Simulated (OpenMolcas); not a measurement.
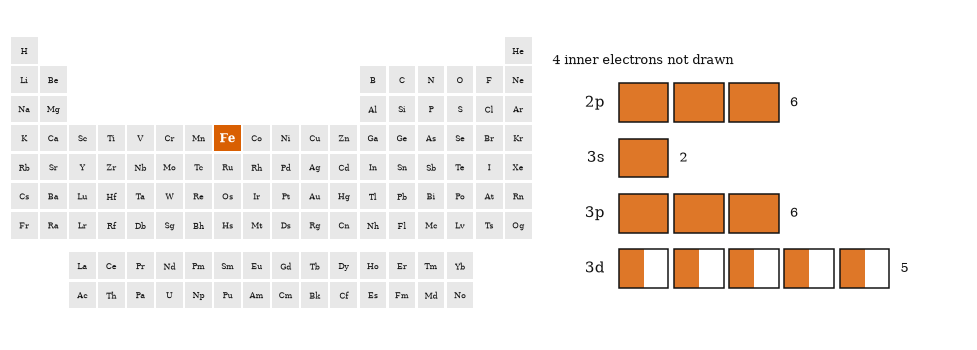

Left, the place of iron in the periodic table; right, the outer shells of the leading configuration of the lowest level: a box for each of the 2l + 1 orbitals, shaded by the share of the shell that is filled, with the electron count at the right.

**Fe³⁺ complex: multiconfigurational calculation (part 1 of 2)**

Fe³⁺ with 4 ligands (Br; tetrahedron, 2.36 Å), neutralised by 4 outer point charges of +0.25 e, whose field is part of the energies. Computed at this level: state-averaged CASSCF, active space 5 electrons in the shell 3d, basis ANO-RCC-VDZP on the metal and ANO-RCC-VDZP on the ligands, DKH2 scalar Hamiltonian, spin-orbit coupling by RASSI with atomic mean-field integrals (OpenMolcas).

**Output (extracts)**
```
--- SEWARD ---
Basis set label: FE.ANO-RCC...5S4P2D1F.

      Electronic valence basis set:
      ------------------
      Associated Effective Charge  26.000000 au
      Associated Actual Charge     26.000000 au
      Nuclear Model: Point charge

      Shell  nPrim  nBasis  Cartesian Spherical Contaminant
         s      21       5        X
         p      15       4        X
         d      10       2                 X
         f       6       1                 X
                  Relativistic Douglas-Kroll-Hess integrals:
                    - DKH order of Hamiltonian: 2
                    - DKH order of Properties : 0
                  Atomic mean-field integrals
--- RASSCF ---
Wave function specifications:
      -----------------------------

      Number of closed shell electrons         162
      Number of electrons in active shells       5
      Max number of holes in RAS1 space          0
      Max nr of electrons in RAS3 space          0
      Number of inactive orbitals               81
      Number of active orbitals                  5
      Number of secondary orbitals              56
      Spin quantum number                      2.5
      State symmetry                             1
Orbital specifications:
      -----------------------

      Symmetry species                           1
                                                 a
      Frozen orbitals                            0
      Inactive orbitals                         81
      Active orbitals                            5
      RAS1 orbitals                              0
      RAS2 orbitals                              5
      RAS3 orbitals                              0
      Secondary orbitals                        56
      Deleted orbitals                           0
      Number of basis functions                142
      Number of CSFs                             1
      Number of root(s) required                 1
      Iter CI   SX   CI       RASSCF       Energy    max ROT     max BLB   max BLB  Level Ln srch  Step   QN
          iter iter root      energy       change     param      element    value   shift minimum  type update
 Nr of preliminary CI iterations:   1
      Total energies have been shifted. Add               -11000.00 au
        1   1   15    1  -688.33614895    0.00E+00  -8.80E-02    8 105 1 -3.23E-01*  1.61   0.00    SX    NO
        2   1   15    1  -688.83347851   -4.97E-01* -3.13E-02    9 106 1  8.96E-02*  1.24   0.00    SX    NO
        3   1   15    1  -688.97938946   -1.46E-01* -2.25E-02    8 105 1  5.71E-02*  1.08   0.00    SX    NO
        4   1   15    1  -689.02336829   -4.40E-02*  1.30E-02    8 105 1  2.34E-02*  1.00   0.00    SX    NO
        5   1   14    1  -689.03599508   -1.26E-02*  1.23E-02   22  87 1  9.64E-03*  0.97   2.08    LS   YES
        6   1   14    1  -689.04068219   -4.69E-03* -5.11E-03   83  92 1 -1.01E-02*  0.93   1.14    QN   YES
        7   1   14    1  -689.04188249   -1.20E-03* -3.13E-03    7 104 1 -8.71E-03*  0.94   1.63    LS   YES
        8   1   13    1  -689.04209259   -2.10E-04*  8.43E-04    7 104 1 -9.51E-03*  0.94   1.03    QN   YES
        9   1   12    1  -689.04226220   -1.70E-04*  8.75E-04    8 105 1  1.78E-03*  0.94   1.29    QN   YES
       10   1   11    1  -689.04230840   -4.62E-05* -6.00E-04    8 105 1  1.68E-03*  0.94   1.49    QN   YES
       11   1   11    1  -689.04232388   -1.55E-05* -3.70E-04    8 105 1  6.71E-04*  0.94   1.42    QN   YES
       12   1   11    1  -689.04232798   -4.10E-06*  1.44E-04   13  87 1 -1.88E-04*  0.94   1.37    QN   YES
       13   1    9    1  -689.04232875   -7.76E-07*  6.43E-05    8 105 1 -1.56E-04*  0.94   1.45    LS   YES
       14   1    8    1  -689.04232879   -3.94E-08* -3.03E-05    8 105 1 -1.85E-04*  0.94   0.70    QN   YES
       15   1    8    1  -689.04232889   -1.04E-07* -1.66E-05    9 106 1 -5.50E-05   0.94   1.55    LS   YES
       16   1    7    1  -689.04232891   -1.31E-08* -2.49E-05   22 103 1 -1.64E-05   0.94   2.50    LS   YES
       17   1    8    1  -689.04232888    3.02E-08* -2.38E-05    7 104 1  1.23E-04*  0.94   0.05    QN   YES
       18   1    7    1  -689.04232892   -3.98E-08* -1.55E-05    7 104 1  4.82E-05   0.94   1.29    QN   YES
       19   1    6    1  -689.04232892   -4.43E-09  -2.33E-05   22 103 1 -6.13E-06   0.94   2.50    LS   YES
      Convergence after 19 iterations
       20   1    6    1  -689.04232891    1.26E-08* -2.33E-05    9 106 1 -6.51E-05   0.94   2.50    LS   YES
      Natural orbitals and occupation numbers for root  1
      sym 1:   1.000000   1.000000   1.000000   1.000000   1.000000
::    RASSCF root number  1 Total energy: -11689.04232891
--- RASSCF ---
Wave function specifications:
      -----------------------------

      Number of closed shell electrons         162
      Number of electrons in active shells       5
      Max number of holes in RAS1 space          0
      Max nr of electrons in RAS3 space          0
      Number of inactive orbitals               81
      Number of active orbitals                  5
      Number of secondary orbitals              56
      Spin quantum number                      1.5
      State symmetry                             1
Orbital specifications:
      -----------------------

      Symmetry species                           1
                                                 a
      Frozen orbitals                            0
      Inactive orbitals                         81
      Active orbitals                            5
      RAS1 orbitals                              0
      RAS2 orbitals                              5
      RAS3 orbitals                              0
      Secondary orbitals                        56
      Deleted orbitals                           0
      Number of basis functions                142
      Number of CSFs                            24
      Number of root(s) required                24
      Iter CI   SX   CI       RASSCF       Energy    max ROT     max BLB   max BLB  Level Ln srch  Step   QN
          iter iter root      energy       change     param      element    value   shift minimum  type update
 Nr of preliminary CI iterations:   1
      Total energies have been shifted. Add               -11000.00 au
        1   1    9    0  -688.85121277    0.00E+00  -1.08E-02   84  93 1 -2.63E-02*  0.99   0.00    SX    NO
        2   1    9    0  -688.85479823   -3.59E-03* -8.31E-03   84  93 1 -9.48E-03*  0.99   0.00    SX    NO
        3   1    9    0  -688.85633639   -1.54E-03* -5.56E-03   86  95 1 -7.74E-03*  0.98   0.00    SX    NO
        4   1    8    0  -688.85709902   -7.63E-04* -4.32E-03   72  83 1 -4.78E-03*  0.98   0.00    SX    NO
        5   1    8    0  -688.85750014   -4.01E-04* -6.23E-03   72  83 1 -3.49E-03*  0.98   2.50    LS   YES
        6   1    8    0  -688.85786025   -3.60E-04* -5.39E-03   70 103 1  2.99E-03*  0.97   1.90    LS   YES
        7   1    8    0  -688.85796276   -1.03E-04*  9.53E-04   65 104 1 -3.30E-03*  0.97   1.03    QN   YES
        8   1    8    0  -688.85799071   -2.79E-05* -8.95E-04   70  87 1 -1.37E-03*  0.97   1.26    QN   YES
        9   1    7    0  -688.85800501   -1.43E-05* -5.44E-04   65 104 1  6.33E-04*  0.97   1.61    LS   YES
       10   1    7    0  -688.85800700   -1.99E-06*  1.90E-04   65 104 1  6.81E-04*  0.97   0.90    QN   YES
       11   1    7    0  -688.85800823   -1.23E-06*  1.09E-04   65 104 1  1.44E-04*  0.97   1.57    LS   YES
       12   1    6    0  -688.85800840   -1.69E-07* -1.46E-04   84  93 1 -1.82E-04*  0.97   1.02    QN   YES
       13   1    6    0  -688.85800864   -2.32E-07* -1.42E-04   75  84 1  8.34E-05   0.97   1.97    LS   YES
       14   1    6    0  -688.85800871   -7.62E-08*  5.55E-05   70 103 1 -5.97E-05   0.97   1.02    QN   YES
       15   1    5    0  -688.85800875   -3.51E-08*  4.94E-05   70 103 1 -3.85E-05   0.97   1.89    LS   YES
       16   1    5    0  -688.85800876   -1.18E-08*  7.40E-05   70  87 1  2.04E-05   0.97   2.50    LS   YES
       17   1    6    0  -688.85800876    2.13E-09  -2.29E-05   66 103 1 -3.82E-05   0.97   0.52    QN   YES
      Convergence after 17 iterations
       18   1    6    0  -688.85800876   -6.86E-09  -2.29E-05   66 103 1 -1.95E-05   0.97   0.52    QN   YES
      Natural orbitals and occupation numbers for root  1
      sym 1:   0.667080   0.476400   1.528665   0.997929   1.329925
      Natural orbitals and occupation numbers for root  2
      sym 1:   0.696543   0.449853   1.559579   0.995089   1.298936
      Natural orbitals and occupation numbers for root  3
      sym 1:   0.368292   0.978920   1.652371   0.794743   1.205673
::    RASSCF root number  1 Total energy: -11688.90614097
::    RASSCF root number  2 Total energy: -11688.90614097
::    RASSCF root number  3 Total energy: -11688.90614097
::    RASSCF root number  4 Total energy: -11688.89970682
::    RASSCF root number  5 Total energy: -11688.89970682
::    RASSCF root number  6 Total energy: -11688.89970682
::    RASSCF root number  7 Total energy: -11688.89521165
::    RASSCF root number  8 Total energy: -11688.89521165
::    RASSCF root number  9 Total energy: -11688.89476304
::    RASSCF root number 10 Total energy: -11688.86729522
::    RASSCF root number 11 Total energy: -11688.86729522
::    RASSCF root number 12 Total energy: -11688.86729522
::    RASSCF root number 13 Total energy: -11688.86228769
::    RASSCF root number 14 Total energy: -11688.86228769
::    RASSCF root number 15 Total energy: -11688.86228769
::    RASSCF root number 16 Total energy: -11688.85873983
::    RASSCF root number 17 Total energy: -11688.85873983
::    RASSCF root number 18 Total energy: -11688.80471922
::    RASSCF root number 19 Total energy: -11688.80471922
::    RASSCF root number 20 Total energy: -11688.80471922
::    RASSCF root number 21 Total energy: -11688.79276918
::    RASSCF root number 22 Total energy: -11688.79276918
::    RASSCF root number 23 Total energy: -11688.79276918
::    RASSCF root number 24 Total energy: -11688.79078718
--- RASSCF ---
Wave function specifications:
      -----------------------------

      Number of closed shell electrons         162
      Number of electrons in active shells       5
      Max number of holes in RAS1 space          0
      Max nr of electrons in RAS3 space          0
      Number of inactive orbitals               81
      Number of active orbitals                  5
      Number of secondary orbitals              56
      Spin quantum number                      0.5
      State symmetry                             1
Orbital specifications:
      -----------------------

      Symmetry species                           1
                                                 a
      Frozen orbitals                            0
      Inactive orbitals                         81
      Active orbitals                            5
      RAS1 orbitals                              0
      RAS2 orbitals                              5
      RAS3 orbitals                              0
      Secondary orbitals                        56
      Deleted orbitals                           0
      Number of basis functions                142
      Number of CSFs                            75
      Number of root(s) required                75
      Iter CI   SX   CI       RASSCF       Energy    max ROT     max BLB   max BLB  Level Ln srch  Step   QN
          iter iter root      energy       change     param      element    value   shift minimum  type update
 Nr of preliminary CI iterations:   1
      Total energies have been shifted. Add               -11000.00 au
        1   1    9    0  -688.75186681    0.00E+00  -7.48E-03   84  93 1 -1.47E-02*  0.97   0.00    SX    NO
        2   1    9    0  -688.75335247   -1.49E-03*  6.17E-03   72  83 1 -6.84E-03*  0.96   0.00    SX    NO
        3   1    9    0  -688.75404252   -6.90E-04* -4.16E-03   84  93 1 -5.15E-03*  0.96   0.00    SX    NO
        4   1    8    0  -688.75440029   -3.58E-04* -3.26E-03   72  83 1 -3.60E-03*  0.96   0.00    SX    NO
        5   1    8    0  -688.75459409   -1.94E-04* -4.76E-03   72  83 1 -2.62E-03*  0.95   2.50    LS   YES
        6   1    8    0  -688.75477379   -1.80E-04* -4.49E-03   70 103 1  2.18E-03*  0.95   1.97    LS   YES
        7   1    8    0  -688.75483014   -5.63E-05*  6.54E-04   65 104 1 -2.28E-03*  0.95   1.01    QN   YES
        8   1    8    0  -688.75484180   -1.17E-05* -5.82E-04   70  87 1 -9.53E-04*  0.95   1.15    QN   YES
        9   1    7    0  -688.75484756   -5.75E-06* -4.39E-04   70  87 1 -4.15E-04*  0.95   1.76    LS   YES
       10   1    7    0  -688.75484851   -9.53E-07* -1.05E-04   65 104 1  3.04E-04*  0.95   0.83    QN   YES
       11   1    6    0  -688.75484888   -3.69E-07*  7.44E-05   70  87 1 -9.64E-05   0.95   1.71    LS   YES
       12   1    6    0  -688.75484891   -3.71E-08* -8.65E-05   70  87 1 -1.58E-04*  0.95   0.69    QN   YES
       13   1    5    0  -688.75484899   -7.74E-08* -5.42E-05   70  87 1 -6.86E-05   0.95   1.63    LS   YES
       14   1    5    0  -688.75484901   -1.34E-08*  2.96E-05   70 103 1 -4.01E-05   0.95   1.01    QN   YES
       15   1    5    0  -688.75484902   -1.22E-08*  3.36E-05   70 103 1 -2.10E-05   0.95   1.56    QN   YES
       16   1    5    0  -688.75484903   -1.00E-08*  1.15E-05   66  87 1  6.19E-06   0.95   1.04    QN   YES
       17   1    4    0  -688.75484902    6.12E-09  -7.47E-06   66  87 1  4.68E-06   0.95   0.03    QN   YES
      Convergence after 17 iterations
       18   1    4    0  -688.75484902   -2.64E-10  -7.47E-06   70  87 1  2.80E-06   0.95   0.03    QN   YES
      Natural orbitals and occupation numbers for root  1
      sym 1:   0.243668   0.265147   0.973038   1.774836   1.743311
      Natural orbitals and occupation numbers for root  2
      sym 1:   0.265292   0.256563   0.966372   1.720092   1.791681
      Natural orbitals and occupation numbers for root  3
      sym 1:   0.234628   0.237678   1.761069   1.770356   0.996269
::    RASSCF root number  1 Total energy: -11688.84829041
::    RASSCF root number  2 Total energy: -11688.84829041
::    RASSCF root number  3 Total energy: -11688.84829041
::    RASSCF root number  4 Total energy: -11688.84565034
::    RASSCF root number  5 Total energy: -11688.84089716
::    RASSCF root number  6 Total energy: -11688.84089716
::    RASSCF root number  7 Total energy: -11688.84089716
::    RASSCF root number  8 Total energy: -11688.84070677
::    RASSCF root number  9 Total energy: -11688.84070677
::    RASSCF root number 10 Total energy: -11688.84070677
::    RASSCF root number 11 Total energy: -11688.83885421
::    RASSCF root number 12 Total energy: -11688.83885421
::    RASSCF root number 13 Total energy: -11688.83362228
::    RASSCF root number 14 Total energy: -11688.82124136
::    RASSCF root number 15 Total energy: -11688.82124136
::    RASSCF root number 16 Total energy: -11688.82124136
::    RASSCF root number 17 Total energy: -11688.81718130
::    RASSCF root number 18 Total energy: -11688.81718130
::    RASSCF root number 19 Total energy: -11688.80846786
::    RASSCF root number 20 Total energy: -11688.80846786
::    RASSCF root number 21 Total energy: -11688.80846786
::    RASSCF root number 22 Total energy: -11688.80020299
::    RASSCF root number 23 Total energy: -11688.80020299
::    RASSCF root number 24 Total energy: -11688.80020299
::    RASSCF root number 25 Total energy: -11688.79963988
::    RASSCF root number 26 Total energy: -11688.79387563
::    RASSCF root number 27 Total energy: -11688.79387563
::    RASSCF root number 28 Total energy: -11688.79387563
::    RASSCF root number 29 Total energy: -11688.78916520
::    RASSCF root number 30 Total energy: -11688.78916520
```

(Continued in part 2.) Outcome of the run: converged.
